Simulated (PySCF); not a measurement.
# The bond of CsNa+, level by level

Aim: find the lowest electronic state of CsNa+, scan its bond at several levels of theory, and get bond length, wavenumber and dissociation energy from each curve.

Computed with PySCF 2.14.0. Level: Cs def2-SVP with ECP46, Na def2-SVP, scalar-relativistic core potentials.

## Step 1: Input

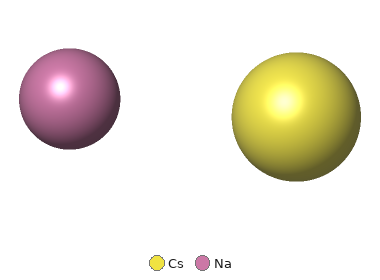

The two atoms at the starting distance (caesium yellow, sodium pink).

A driver script around PySCF takes these settings:

```
atoms                         : Cs, Na
charge                        : 1
basis                         : Cs def2-SVP with ECP46, Na def2-SVP
Hamiltonian                   : scalar-relativistic core potentials
basis functions               : 39
electrons treated             : 19
masses in u                   : 132.9054, 22.9898
levels                        : PBE0, PBE, r²SCAN, PW91, BLYP, r²SCAN0, HSE06, HF, MP2, SCS-MP2, CCSD, CCSD(T)
grid                          : 80 radial by 434 angular points
occupations                   : held fixed by the projection of orbital angular momentum
dissociation limit            : Cs+ + Na, each in its ground configuration
starting distance in angstrom : 3.880
values of 2S to try           : 1, 3
```

Command:

```console
> OMP_NUM_THREADS=1 python dia.py task.json out
```

After this run come: PBE0 along the bond; PBE (GGA); r²SCAN; PW91 (GGA); BLYP (GGA); r²SCAN0; HSE06; UHF (mean field); Adding correlation.

**Question.** What will these runs give? Wanted: for each run, Re; ωe; De; μ.

The runs gave:

Lowest PBE0 solution found, without spin–orbit coupling: ²Σ⁺ (doublet), unpaired electrons σ ↑.

| level | Re (Å) | ωe (cm⁻¹) | De (eV) | μ (D) |
| --- | --- | --- | --- | --- |
| UHF | 4.812 | 58.0 | 0.302 | 2.37 |
| UHF-MP2 | 4.665 | 61.4 | 0.358 | n/a |
| UHF-SCS-MP2 | 4.687 | 60.7 | 0.348 | n/a |
| UHF-CCSD | 4.637 | 62.3 | 0.371 | n/a |
| UHF-CCSD(T) | 4.632 | 62.4 | 0.373 | n/a |
| PBE | 4.554 | 60.3 | 0.413 | 3.13 |
| PW91 | 4.540 | 60.4 | 0.429 | 3.23 |
| BLYP | 4.600 | 56.0 | 0.365 | 2.78 |
| r²SCAN | 4.534 | 64.2 | 0.379 | 2.74 |
| PBE0 | 4.556 | 62.8 | 0.391 | 2.93 |
| r²SCAN0 | 4.509 | 65.6 | 0.382 | 2.73 |
| HSE06 | 4.554 | 62.3 | 0.394 | 3.00 |

De is counted to Cs+ + Na in their ground configurations. A positive dipole points from Cs to Na; in an ion it is taken about the centre of mass and does not tell which atom is negative.

In words: Bond lengths run from 4.509 Å (r²SCAN0) to 4.812 Å (UHF). CCSD(T) can't serve as the judge here: for a weak bond in this basis it is far from its limit. Among the levels with a De in the table, it runs from 0.302 eV (UHF) to 0.429 eV (PW91).

Correlated steps freeze 1 core orbital. Spin–orbit coupling is left out. With spin–orbit coupling the term label itself may not hold.
